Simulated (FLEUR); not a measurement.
## Magnetic state of VClO from several starts

A self-consistent run ends on one state, which hangs on the start. Several orders of VClO are started in FLEUR and their energies compared.

Calculated with FLEUR MaX-R8.1; PBEsol with U = 3.2 eV on V d; all-electron FLAPW, Dirac cores, scalar-relativistic bands.

## (1) Set-up

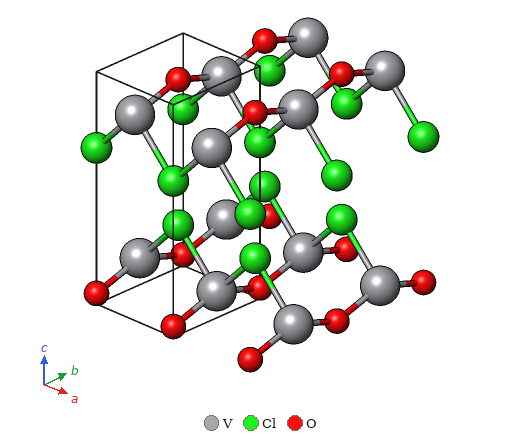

The starting structure, seen from a free direction (vanadium grey, chlorine green, oxygen red). 2×2×1 cells are drawn. Some periodic images of atoms are drawn too.

Coordinates:

```cif
data_structure
_symmetry_space_group_name_H-M 'P 1'
_symmetry_Int_Tables_number 1
_cell_length_a 3.3000
_cell_length_b 3.7800
_cell_length_c 7.9100
_cell_angle_alpha 90.000
_cell_angle_beta 90.000
_cell_angle_gamma 90.000
_cell_volume 98.67
loop_
_atom_site_label
_atom_site_type_symbol
_atom_site_fract_x
_atom_site_fract_y
_atom_site_fract_z
_atom_site_occupancy
V1 V 0.00000 0.50000 0.11480 1
V2 V 0.50000 0.00000 0.88520 1
Cl3 Cl 0.50000 0.50000 0.32790 1
Cl4 Cl 0.00000 0.00000 0.67210 1
O5 O 0.50000 0.50000 0.95420 1
O6 O 0.00000 0.00000 0.04580 1
```

## (2) Run 1 (ferro ++)

The parallel start comes first: it shows whether parallel moments hold. A Hubbard U acts on the open shell, since semilocal functionals spread its electrons too much.

inpgen writes inp.xml from crystal.txt; cutoffs, mixing, functional, smearing and local orbitals are then set in the file. The k list default-1 (kpts.xml, not shown) is a Γ-centred 6×6×6 mesh; where the ranks do not divide the number of points, some are split in two of half the weight.

Input file inp.xml:

```
<?xml version="1.0" encoding="UTF-8" standalone="no"?>
<fleurInput fleurInputVersion="0.39">
   <comment>
      VClO
   </comment>
   <calculationSetup>
      <cutoffs Kmax="4.4" Gmax="13.2" GmaxXC="13.2" numbands="0"/>
      <scfLoop itmax="130" minDistance="0.0001" maxIterBroyd="15" imix="Anderson" alpha="0.05" precondParam="0.0" spinf="2.0" sdNocoIR="T"/>
      <coreElectrons ctail="T" frcor="F" kcrel="0" coretail_lmax="0"/>
      <xcFunctional name="PBEs" relativisticCorrections="F"/>
      <magnetism jspins="2"/>
      <soc l_soc="F" theta="0.0" phi="0.0" spav="F"/>
      <expertModes spex="0" secvar="F"/>
      <geometryOptimization l_f="F" forcealpha="1.0" forcemix="BFGS" epsdisp="0.00001" epsforce="0.00001"/>
      <ldaU l_linMix="F" mixParam="0.05" spinf="1.0"/>
   </calculationSetup>
   <cell>
      <bzIntegration valenceElectrons="52.0" mode="hist" fermiSmearingEnergy="0.00183747">
         <kPointListSelection listName="default-1"/>
         <xi:include xmlns:xi="http://www.w3.org/2001/XInclude" href="kpts.xml"> </xi:include>
      </bzIntegration>
      <xi:include xmlns:xi="http://www.w3.org/2001/XInclude" href="sym.xml"> </xi:include>
      <bulkLattice scale="1.0">
         <bravaisMatrix>
            <row-1>    6.2360962111799996     0.0000000000000000     0.0000000000000000</row-1>
            <row-2>    0.0000000000000000     7.1431647509879994     0.0000000000000000</row-2>
            <row-3>    0.0000000000000000     0.0000000000000000    14.9477336455860002</row-3>
         </bravaisMatrix>
      </bulkLattice>
   </cell>
   <atomSpecies>
      <species name="Vanadium (2.002" element="V" atomicNumber="23">
         <mtSphere radius="2.32" gridPoints="767" logIncrement="0.016"/>
         <atomicCutoffs lmax="8" lnonsphr="6"/>
         <electronConfig flipSpins="F">
            <coreConfig>(1s1/2) (2s1/2) (2p1/2) (2p3/2)</coreConfig>
            <valenceConfig>(3s1/2) (3p1/2) (3p3/2) (4s1/2) (3d3/2) (3d5/2)</valenceConfig>
            <stateOccupation state="(3d3/2)" spinUp="0.701" spinDown="0.499"/>
            <stateOccupation state="(3d5/2)" spinUp="1.8" spinDown="0.0"/>
         </electronConfig>
         <energyParameters s="4" p="4" d="3" f="4"/>
         <ldaU l="2" U="3.2" J="0.0" l_amf="F"/>
         <lo type="SCLO" l="0" n="3" eDeriv="0"/>
         <lo type="SCLO" l="1" n="3" eDeriv="0"/>
      </species>
      <species name="Chlorine (Cl)" element="Cl" atomicNumber="17">
         <mtSphere radius="2.03" gridPoints="671" logIncrement="0.017"/>
         <atomicCutoffs lmax="8" lnonsphr="6"/>
         <electronConfig flipSpins="F">
            <coreConfig>(1s1/2) (2s1/2) (2p1/2) (2p3/2)</coreConfig>
            <valenceConfig>(3s1/2) (3p1/2) (3p3/2)</valenceConfig>
            <stateOccupation state="(3p1/2)" spinUp="0.833333" spinDown="0.833333"/>
            <stateOccupation state="(3p3/2)" spinUp="1.666667" spinDown="1.666667"/>
         </electronConfig>
         <energyParameters s="3" p="3" d="3" f="4"/>
      </species>
      <species name="Oxygen (O)" element="O" atomicNumber="8">
         <mtSphere radius="1.31" gridPoints="433" logIncrement="0.024"/>
         <atomicCutoffs lmax="6" lnonsphr="4"/>
         <electronConfig flipSpins="F">
            <coreConfig>(1s1/2)</coreConfig>
            <valenceConfig>(2s1/2) (2p1/2) (2p3/2)</valenceConfig>
            <stateOccupation state="(2p1/2)" spinUp="0.666667" spinDown="0.666667"/>
            <stateOccupation state="(2p3/2)" spinUp="1.333333" spinDown="1.333333"/>
         </electronConfig>
         <energyParameters s="2" p="2" d="3" f="4"/>
      </species>
   </atomSpecies>
   <atomGroups>
      <atomGroup species="Vanadium (2.002">
         <relPos label="                   1">-1.000/4.000 1.000/4.000 .1148000000</relPos>
         <relPos label="                   2">1.000/4.000 -1.000/4.000 -.1148000000</relPos>
         <force calculate="T" relaxXYZ="TTT"/>
      </atomGroup>
      <atomGroup species="Chlorine (Cl)">
         <relPos label="                   3">1.000/4.000 1.000/4.000 .3279000000</relPos>
         <relPos label="                   4">-1.000/4.000 -1.000/4.000 -.3279000000</relPos>
         <force calculate="T" relaxXYZ="TTT"/>
      </atomGroup>
      <atomGroup species="Oxygen (O)">
         <relPos label="                   5">1.000/4.000 1.000/4.000 -.0458000000</relPos>
         <relPos label="                   6">-1.000/4.000 -1.000/4.000 .0458000000</relPos>
         <force calculate="T" relaxXYZ="TTT"/>
      </atomGroup>
   </atomGroups>
   <output dos="F" band="F" slice="F">
      <bandDOS minEnergy="-.5*Htr" maxEnergy="0.5*Htr" sigma="0.015" storeEVData="T"/>
      <plotting iplot="0" polar="F">
         <plot TwoD="T" vec1="  1.0  0.0  0.0" vec2="  0.0  1.0  0.0" vec3="  0.0  0.0  1.0" zero="  0.0  0.0  0.0" file="plot"/>
      </plotting>
      <moessbauerParams electricFieldGradient="F" isomerShift="F" coreHyperfine="F" valenceHyperfine="F"/>
   </output>
</fleurInput>
```

Input file crystal.txt:

```
VClO
&input film=F cartesian=F /
3.30000000000  0.00000000000  0.00000000000
0.00000000000  3.78000000000  0.00000000000
0.00000000000  0.00000000000  7.91000000000
1.8897261246
1.0 1.0 1.0

6
23 0.00000000000  0.50000000000  0.11480000000 : 2.002
23 0.50000000000  0.00000000000  0.88520000000 : 2.002
17 0.50000000000  0.50000000000  0.32790000000
17 0.00000000000  0.00000000000  0.67210000000
8 0.50000000000  0.50000000000  0.95420000000
8 0.00000000000  0.00000000000  0.04580000000

&kpt div1=6 div2=6 div3=6 gamma=T /
```

On the command line:

```console
$ OMP_NUM_THREADS=1 inpgen -f crystal.txt > inpgen.log  # inp.xml is then edited as shown
$ OMP_NUM_THREADS=1 mpirun -n 4 fleur_MPI > fleur.log
```

Output:

```text
Welcome to FLEUR        (www.flapw.de)
      MaX-Release 8.1          (www.max-centre.eu)

 ========== k-point set info ==========
 Selected k-point list: default-1
 k-point list type: mesh
 6 x 6 x 6
 Number of k points: 64

 ------------Calculation Setup---------------------------
 Number of MPI-tasks      :            4
 Number of PE/node        :            4
 Number of OMP-threads    :            1
 k-points in parallel     :            4
 pe's per k-point         :            1
 No of k-point loops      :           16
 Eigenvalue solver        :       lapack
 Number of basis functions:         1016
 Approximate size of matrices (H+S) per k-point:         0.015 GB
 --------------------------------------------------------
 no density matrix found ... skipping LDA+U
 Reset of history
 Iteration:     1   Distance:      18.23702385 me/bohr^3
 Iteration:     2   Distance:      18.65118695 me/bohr^3
 Iteration:     3   Distance:      16.54418834 me/bohr^3
 Iteration:     4   Distance:      10.31511147 me/bohr^3
 Iteration:     5   Distance:      13.24328592 me/bohr^3
 Iteration:     6   Distance:       8.52738635 me/bohr^3
 Iteration:     7   Distance:       2.20529732 me/bohr^3
 Iteration:     8   Distance:       1.45728586 me/bohr^3
 Iteration:     9   Distance:       1.39047945 me/bohr^3
 Iteration:    10   Distance:       0.60753655 me/bohr^3
 Iteration:    11   Distance:       0.52805800 me/bohr^3
 Iteration:    12   Distance:       0.27061083 me/bohr^3
 Iteration:    13   Distance:       0.17813715 me/bohr^3
 Iteration:    14   Distance:       0.09321681 me/bohr^3
 Iteration:    15   Distance:       0.10066916 me/bohr^3
 Iteration:    16   Distance:       0.02759492 me/bohr^3
 Iteration:    17   Distance:       0.02387519 me/bohr^3
 Iteration:    18   Distance:       0.01939495 me/bohr^3
 Iteration:    19   Distance:       0.00561709 me/bohr^3
 Iteration:    20   Distance:       0.00298469 me/bohr^3
 Iteration:    21   Distance:       0.00341123 me/bohr^3
 Iteration:    22   Distance:       0.00179742 me/bohr^3
 Iteration:    23   Distance:       0.00135035 me/bohr^3
 Iteration:    24   Distance:       0.00084894 me/bohr^3
 Iteration:    25   Distance:       0.00017051 me/bohr^3
 Iteration:    26   Distance:       0.00008609 me/bohr^3

 ********************************************************************
 Run finished successfully
 Stop message:
   all done
 ********************************************************************

--- out.xml (last complete iteration) ---
<iteration numberForCurrentRun="   26" overallNumber="   26">
         [... left out ...]
         <bandgap value="1.2696372248" units="eV"/>
         <sumValenceSingleParticleEnergies value="-25.7106241219" units="Htr"/>
         <FermiEnergy value="0.1697387377" units="Htr"/>
         <valenceDensity>
            <mtCharges spin="1">
               <mtCharge atomType="1" total="6.6396406" s="1.1166237" p="3.1367529" d="2.3275131" f="0.0435898"/>
               <mtCharge atomType="2" total="2.5910311" s="0.8004197" p="1.7734845" d="0.0146235" f="0.0019028"/>
               <mtCharge atomType="3" total="2.0798616" s="0.6408934" p="1.4356896" d="0.0028499" f="0.0003739"/>
            </mtCharges>
            <mtCharges spin="2">
               <mtCharge atomType="1" total="4.7726216" s="1.1012964" p="3.1243982" d="0.4895938" f="0.0418117"/>
               <mtCharge atomType="2" total="2.5971690" s="0.8004208" p="1.7872840" d="0.0084744" f="0.0007633"/>
               <mtCharge atomType="3" total="2.0868027" s="0.6434287" p="1.4420317" d="0.0011602" f="0.0001596"/>
            </mtCharges>
            <spinDependentCharge spin="1" total="28.0000000" interstitial="5.3789334" mtSpheres="22.6210666"/>
            <spinDependentCharge spin="2" total="24.0000000" interstitial="5.0868133" mtSpheres="18.9131867"/>
            <totalCharge value="52.0000000000"/>
         </valenceDensity>
         [... left out ...]
         <allElectronCharges>
            <spinDependentCharge spin="1" total="50.0000000" interstitial="5.3789916" mtSpheres="44.6210084"/>
            <spinDependentCharge spin="2" total="46.0000000" interstitial="5.0868715" mtSpheres="40.9131285"/>
            <totalCharge value="95.9999999898"/>
         </allElectronCharges>
         <magneticMomentsInMTSpheres units="muBohr">
            <globalMagMoment atomType="1" vec="0.00000   0.00000   1.86702"/>
            <localMagMoment atomType="1" vec="0.00000   0.00000   1.86702"/>
            <globalMagMoment atomType="2" vec="0.00000   0.00000  -0.00614"/>
            <localMagMoment atomType="2" vec="0.00000   0.00000  -0.00614"/>
            <globalMagMoment atomType="3" vec="0.00000   0.00000  -0.00694"/>
            <localMagMoment atomType="3" vec="0.00000   0.00000  -0.00694"/>
         </magneticMomentsInMTSpheres>
         <moessbauerParams unitsHFF="kG" unitsIS="e/bohr^3" unitsEFG="Htr/bohr^2">
         </moessbauerParams>
         <totalEnergy value="    -2968.3768437008" units="Htr">
            <sumOfEigenvalues value="    -1705.9471543017">
               <coreElectrons value="-1680.2365301798"/>
               <valenceElectrons value="-25.7106241219"/>
            </sumOfEigenvalues>
            <densityCoulombPotentialIntegral value="-4488.4991987426"/>
            <densityEffectivePotentialIntegral value="-4698.1534820879"/>
            <chargeDenXCDenIntegral value="-160.4315948808"/>
            <FockExchangeEnergyValence value="0.0000000000"/>
            <FockExchangeEnergyCore value="0.0000000000"/>
            <atomTypeDependentContributions atomType="1">
               <electronNucleiInteractionDifferentMTs value="2249.6996191106"/>
               <MadelungTerm value="-18.1512948061"/>
            </atomTypeDependentContributions>
            <atomTypeDependentContributions atomType="2">
               <electronNucleiInteractionDifferentMTs value="1089.1610877504"/>
               <MadelungTerm value="-17.8662753223"/>
            </atomTypeDependentContributions>
            <atomTypeDependentContributions atomType="3">
               <electronNucleiInteractionDifferentMTs value="170.4178851144"/>
               <MadelungTerm value="-10.8150839279"/>
            </atomTypeDependentContributions>
            <dftUCorrection value="-0.2092687968"/>
            <tkbTimesEntropy value="0.0000000000"/>
            <freeEnergy value="-2968.3768437008"/>
            <extrapolationTo0K value="-2968.3768437008"/>
         </totalEnergy>
         <ldaUDensityMatrix>
            <densityMatrixFor spin="1" atomType="1" uIndex="1" l="2" U="3.20000000" J="0.00000000">
               (+0.58935,+0.00000) (+0.00000,+0.00000) (-0.13346,+0.00000) (+0.00000,+0.00000) (-0.31342,+0.00000)
               (+0.00000,+0.00000) (+0.15702,+0.00000) (+0.00000,+0.00000) (-0.05445,+0.00000) (+0.00000,+0.00000)
               (-0.13346,+0.00000) (+0.00000,+0.00000) (+0.83477,+0.00000) (+0.00000,+0.00000) (-0.13346,+0.00000)
               (+0.00000,+0.00000) (-0.05445,+0.00000) (+0.00000,+0.00000) (+0.15702,+0.00000) (+0.00000,+0.00000)
               (-0.31342,+0.00000) (+0.00000,+0.00000) (-0.13346,+0.00000) (+0.00000,+0.00000) (+0.58935,+0.00000)
            </densityMatrixFor>
            <densityMatrixFor spin="2" atomType="1" uIndex="1" l="2" U="3.20000000" J="0.00000000">
               (+0.09808,+0.00000) (+0.00000,+0.00000) (+0.03759,+0.00000) (+0.00000,+0.00000) (+0.05474,+0.00000)
               (+0.00000,+0.00000) (+0.11548,+0.00000) (+0.00000,+0.00000) (-0.04254,+0.00000) (+0.00000,+0.00000)
               (+0.03759,+0.00000) (+0.00000,+0.00000) (+0.06247,+0.00000) (+0.00000,+0.00000) (+0.03759,+0.00000)
               (+0.00000,+0.00000) (-0.04254,+0.00000) (+0.00000,+0.00000) (+0.11548,+0.00000) (+0.00000,+0.00000)
               (+0.05474,+0.00000) (+0.00000,+0.00000) (+0.03759,+0.00000) (+0.00000,+0.00000) (+0.09808,+0.00000)
            </densityMatrixFor>
         </ldaUDensityMatrix>
         <ldaUDensityMatrixConvergence>
            <distance spin="1" distance="0.000006"/>
            <distance spin="2" distance="0.000003"/>
         </ldaUDensityMatrixConvergence>
         <densityConvergence units="me/bohr^3">
            <chargeDensity spin="1" distance="0.0000577846"/>
            <chargeDensity spin="2" distance="0.0000371851"/>
            <overallChargeDensity distance="0.0000450709"/>
            <spinDensity distance="0.0000860940"/>
         </densityConvergence>
      </iteration>
```

Elapsed: 3.6 min, on 4 MPI ranks of AMD EPYC 7R13 (Zen 3), shared host; peak memory 0.48 GiB.

Spin moment in the muffin-tin sphere by atom:

```
atom  spin moment in the muffin-tin sphere (μB)
  V1                                       1.87
  V2                                       1.87
 Cl3                                      -0.01
 Cl4                                      -0.01
  O5                                      -0.01
  O6                                      -0.01
```

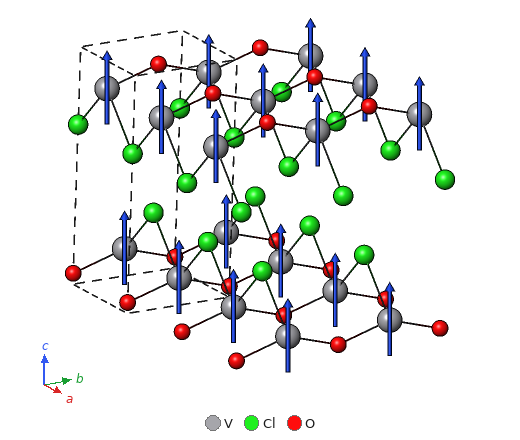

Spin moment in the muffin-tin sphere as arrows, the longest 1.87 μB. Up and down stand for the sign. Arrows give size and sign along the axis of quantisation, drawn up and down the page. 3×2×1 cells are drawn. Some periodic images of atoms are drawn too.

This step gave:

```
free energy                                                       : -80773.6488 eV
program's band gap on this mesh (in a metal only a level spacing) : 1.270 eV
magnetization                                                     : 4 μB
final state                                                       : ferromagnetic
```

After 26 cycles the largest moment stands at 1.87 μB.

(Continued in part 2 of 2.)

[Logs and program files are shortened in this print: banners, set-up blocks, solver, clock and traceback lines can be left out without a mark of their own.]

[Logs are printed without paths, hosts, clocks, repeated set-up lines and the standing remarks that a program may print on its own settings, such as how far it seeks lower states.]

[Hosts, paths, dates, database ids (printed as entryN), source tags and the programs' standing remarks are cut or masked in the printed files.]

[Where a cell is said to come from a database of computed structures, the database is the Materials Project.]
